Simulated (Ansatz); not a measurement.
**One shape, several levels: Si2H4 (SMILES [SiH][SiH3])**

We compute a comparison of 6 runs (U-r2SCAN0/STO-3G, UB2PLYP/STO-3G, UCAM-B3LYP/STO-3G, UPBE/STO-3G, UCCSDT(Q)/STO-3G, UCCSDT/STO-3G) of Si2H4. 

The results are computed with Ansatz 0.2.0.

29 further runs of the same task are left out: 29 set aside as unsound or not needed.

## 1. The structure to begin with

Si2H4 has 6 atoms, charge 0, and is taken as a triplet. As SMILES, `[SiH][SiH3]`. The Si2–Si1 distance was set to 5.634 Å, away from the relaxed value. At this shape a bond of the SMILES string is far longer than usual.

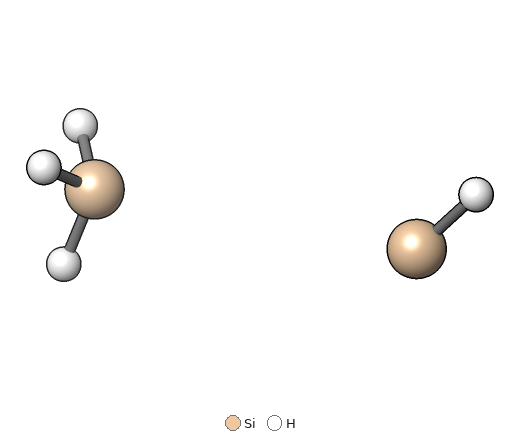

The structure, seen from a chosen angle (silicon light orange, hydrogen white).

## 2. A single-point energy at U-r2SCAN0/STO-3G (run 1)

Input file molecule.yaml:

```yaml
crystal:
  periodic: [false, false, false]
  atoms:
    - symbol: Si
      position_ang: [1.257004, -4.724636, 1.086873]
    - symbol: Si
      position_ang: [-0.300130, 0.523270, -0.245660]
    - symbol: H
      position_ang: [2.362214, -5.166576, 1.955283]
    - symbol: H
      position_ang: [-1.456530, 0.376070, -1.136010]
    - symbol: H
      position_ang: [0.714920, 1.325330, -0.951090]
    - symbol: H
      position_ang: [-0.708920, 1.369020, 0.889660]
basis:
  gaussian: {orbitals: STO-3G}
magnetization: {spin_polarized: true, initial_magnetization: 2}
hamiltonian: {xc: {name: r2SCAN0}}
accuracy: high
```

On the command line:

```sh
$ ansatz run molecule.yaml --threads 1 --pin off --max-ram 2610MiB --events-out events.jsonl --progress --plain --runs-dir runs
```

The program printed:

```text
Warning: RAYON_NUM_THREADS=1 ignored (pool sized by the plan → 1); use --threads N
Functional definition: r2SCAN0
  name "r2SCAN0"
  parameter a = 0.25
  parameter k0 = 0.174
  parameter k1 = 0.065
  parameter a1 = 4.9479
  exchange = (1 - a)*r2scan_x(k0 = k0, k1 = k1, a1 = a1) + a*exact_x
  correlation = r2scan_c
330 factors; integrals over basis functions are off by at most 7.0e-9 eV
mean field evaluation 1: about -15629.3390 eV, gradient 7.2e0 eV
mean field evaluation 2: about -15629.6995 eV, gradient 3.2e0 eV
mean field evaluation 4: about -15629.7872 eV, gradient 1.3e-1 eV
mean field evaluation 8: about -15629.7541 eV, gradient 3.1e-3 eV
mean field evaluation 16: about -15629.7541 eV, gradient 2.3e-4 eV
mean field evaluation 32: about -15629.7583 eV, gradient 7.6e-9 eV
mean field -15629.75833685 eV, -574.3830246487 hartree, gradient 4.9e-8 eV, S^2 2.002256; 4 other end points of the search recorded, 0 dependent functions left out
reference -15629.75833786 eV, -574.3830246858 hartree; 17, 15 occupied and 5, 7 virtual orbitals, 330 factors
Total energy: -15629.75833786 eV, -574.3830246858 hartree
```

Run time: 8.7 s. Hardware: 1 thread of AMD EPYC 9R14 (Zen 4), shared host; peak memory 0.27 GiB.

## 3. A single-point energy at UB2PLYP/STO-3G (run 2)

Input file in.yaml:

```yaml
crystal:
  periodic: [false, false, false]
  atoms:
    - {symbol: Si, position_ang: [1.257004, -4.724636, 1.086873]}
    - {symbol: Si, position_ang: [-0.300130, 0.523270, -0.245660]}
    - {symbol: H, position_ang: [2.362214, -5.166576, 1.955283]}
    - {symbol: H, position_ang: [-1.456530, 0.376070, -1.136010]}
    - {symbol: H, position_ang: [0.714920, 1.325330, -0.951090]}
    - {symbol: H, position_ang: [-0.708920, 1.369020, 0.889660]}
basis:
  gaussian:
    orbitals: STO-3G
magnetization:
  spin_polarized: true
  initial_magnetization: 2
hamiltonian:
  xc: {name: B2PLYP}
correlation:
  frozen_orbitals: {H: 0, Si: 5}
accuracy: high
```

On the command line:

```sh
$ ansatz run in.yaml --threads 1 --pin off --max-ram 2610MiB --events-out events.jsonl --progress --plain --runs-dir runs
```

The program printed:

```text
Warning: RAYON_NUM_THREADS=1 ignored (pool sized by the plan → 1); use --threads N
Functional definition: B2PLYP
  name "B2PLYP"
  parameter a = 0.53
  parameter c = 0.27
  exchange = (1 - a)*b88_x + a*exact_x
  correlation = (1 - c)*lyp_c + c*(mp2_os + mp2_ss)
330 factors; integrals over basis functions are off by at most 7.0e-9 eV
mean field evaluation 1: about -15622.0931 eV, gradient 6.1e0 eV
mean field evaluation 2: about -15622.0779 eV, gradient 6.1e0 eV
mean field evaluation 4: about -15622.4612 eV, gradient 4.3e-1 eV
mean field evaluation 8: about -15622.4653 eV, gradient 3.1e-3 eV
mean field evaluation 16: about -15622.4668 eV, gradient 1.1e-2 eV
mean field evaluation 32: about -15622.4697 eV, gradient 9.3e-3 eV
mean field -15622.46974622 eV, -574.1151738832 hartree, gradient 1.1e-8 eV, S^2 2.001565; 2 other end points of the search recorded, 0 dependent functions left out
10 core orbitals not correlated: weight in the atoms' cores, before any rotation towards them, 1.000 or more for the frozen orbitals, at most 0.000 for the correlated occupied ones
reference -15622.46977110 eV, -574.1151747974 hartree; 7, 5 occupied and 5, 7 virtual orbitals, 330 factors
second order -1.92710979 eV of doubles, -0.00000000 eV of singles
Total energy: -15622.99009074 eV, -574.1342961916 hartree
```

Wall time 3.3 s (1 thread of AMD EPYC 9R14 (Zen 4), shared host); peak memory 0.16 GiB.

Runs 3 to 5 aren't shown in full; the table further down has their settings and results.

## 4. The energy at UCCSDT/STO-3G (run 6)

Input file run.yaml:

```yaml
crystal:
  periodic: [false, false, false]
  atoms:
    - {symbol: Si, position_ang: [1.257004, -4.724636, 1.086873]}
    - {symbol: Si, position_ang: [-0.300130, 0.523270, -0.245660]}
    - {symbol: H, position_ang: [2.362214, -5.166576, 1.955283]}
    - {symbol: H, position_ang: [-1.456530, 0.376070, -1.136010]}
    - {symbol: H, position_ang: [0.714920, 1.325330, -0.951090]}
    - {symbol: H, position_ang: [-0.708920, 1.369020, 0.889660]}
basis:
  gaussian: {orbitals: STO-3G}
magnetization: {spin_polarized: true, initial_magnetization: 2}
correlation: {method: ccsdt, frozen_orbitals: {H: 0, Si: 5}}
accuracy: high
scf: {omitted_lower_state_checks: [cluster_reference, increment]}
```

On the command line:

```sh
$ ansatz run run.yaml --threads 1 --pin off --max-ram 2610MiB --events-out events.jsonl --progress --plain --runs-dir runs
```

The program printed:

```text
Warning: RAYON_NUM_THREADS=1 ignored (pool sized by the plan → 1); use --threads N
Functional definition: HF
  name "HF"
  exchange = exact_x
  correlation = 0
these checks for a lower state are left out or cut short: cluster_reference, increment
330 factors; integrals over basis functions are off by at most 7.0e-9 eV
mean field evaluation 1: about -15600.7614 eV, gradient 5.4e0 eV
mean field evaluation 2: about -15600.7679 eV, gradient 5.4e0 eV
mean field evaluation 4: about -15601.1714 eV, gradient 6.0e-1 eV
mean field evaluation 8: about -15601.1818 eV, gradient 9.4e-3 eV
mean field evaluation 16: about -15601.1816 eV, gradient 1.4e-3 eV
mean field evaluation 32: about -15601.1868 eV, gradient 1.1e-2 eV
mean field evaluation 64: about -15601.1860 eV, gradient 3.2e-1 eV
mean field -15601.18691153 eV, -573.3330441344 hartree, gradient 2.8e-8 eV, S^2 2.004105; 7 other end points of the search recorded, 0 dependent functions left out
10 core orbitals not correlated: weight in the atoms' cores, before any rotation towards them, 1.000 or more for the frozen orbitals, at most 0.000 for the correlated occupied ones
reference -15601.18691153 eV, -573.3330441344 hartree; 7, 5 occupied and 5, 7 virtual orbitals, 330 factors
second order -1.47720883 eV of doubles, -0.00000000 eV of singles
cycle   1  -2.00036929 eV  change   -5.2e-1 eV  update   6.7e-2
cycle   2  -2.34395327 eV  change   -3.4e-1 eV  update   2.9e-2
cycle   3  -2.35023736 eV  change   -6.3e-3 eV  update   5.0e-3
cycle   4  -2.35340054 eV  change   -3.2e-3 eV  update   1.7e-3
cycle   5  -2.35257717 eV  change    8.2e-4 eV  update   5.5e-4
cycle   6  -2.35309329 eV  change   -5.2e-4 eV  update   1.2e-4
cycle   7  -2.35298436 eV  change    1.1e-4 eV  update   3.7e-5
cycle   8  -2.35300866 eV  change   -2.4e-5 eV  update   1.4e-5
cycle   9  -2.35300936 eV  change   -7.0e-7 eV  update   3.7e-6
cycle  10  -2.35300881 eV  change    5.5e-7 eV  update   1.6e-6
cycle  11  -2.35300884 eV  change   -3.3e-8 eV  update   7.9e-7
cycle  12  -2.35300902 eV  change   -1.8e-7 eV  update   4.5e-7
cycle  13  -2.35300887 eV  change    1.5e-7 eV  update   2.2e-7
cycle  14  -2.35300884 eV  change    3.4e-8 eV  update   9.8e-8
cycle  15  -2.35300884 eV  change   -4.2e-9 eV  update   3.4e-8
cycle  16  -2.35300880 eV  change    3.8e-8 eV  update   2.1e-8
cycle  17  -2.35300829 eV  change    5.1e-7 eV  update   8.6e-8
cycle  18  -2.35300801 eV  change    2.7e-7 eV  update   3.3e-8
cycle  19  -2.35300799 eV  change    2.5e-8 eV  update   6.7e-9
cycle  20  -2.35300799 eV  change   -1.3e-9 eV  update   3.2e-9
cycle  21  -2.35300799 eV  change  -7.3e-10 eV  update   1.9e-9
cycle  22  -2.35300799 eV  change  -1.1e-10 eV  update   1.7e-9
cycle  23  -2.35300799 eV  change   3.0e-10 eV  update   1.5e-9
cycle  24  -2.35300799 eV  change   2.1e-10 eV  update   1.5e-9
Total energy: -15603.53991952 eV, -573.4195155831 hartree
Checks for a lower state left out: cluster_reference, increment
```

Wall time 0.78 s (1 thread of AMD EPYC 9R14 (Zen 4), shared host).

## 5. All runs side by side

```csv
run,level,frozen core orbitals,energy (Eh),⟨S²⟩,wall time
1,U-r2SCAN0/STO-3G,–,-574.383025,2.002,8.7 s
2,UB2PLYP/STO-3G,10,-574.134296,2.002,3.3 s
3,UCAM-B3LYP/STO-3G,–,-574.377820,2.001,3.3 s
4,UPBE/STO-3G,–,-574.078061,2.001,4.2 s
5,UCCSDT(Q)/STO-3G,10,-573.419537,2.004,0.91 s
6,UCCSDT/STO-3G,10,-573.419516,2.004,0.78 s
```

## 6. Results

```
                                           quantity          value
                                run 6: total energy  -573.41952 Eh
run 6: correlation energy (10 core orbitals frozen)      -86.5 mEh
           run 6: ⟨S²⟩ of the reference determinant          2.004
                               run 6: T1 diagnostic          0.005
```

**Reading.** Totals of different functionals can't be ranked against each other. In runs 1, 2, 3, 4, 5, 6 the basis is minimal, so the values are rough. All runs together took 21 s, the longest 8.7 s.
